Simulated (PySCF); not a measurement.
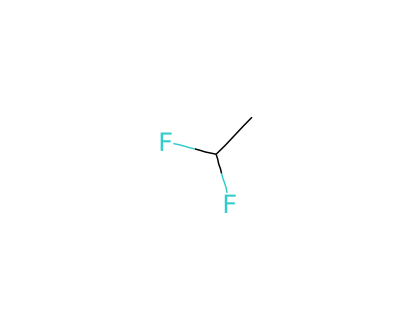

Simulated data, not a measurement (program: PySCF).

2D structure.

Transcribe the drawing into SMILES.

CC(F)F

What is the molecular formula?

C2H4F2.
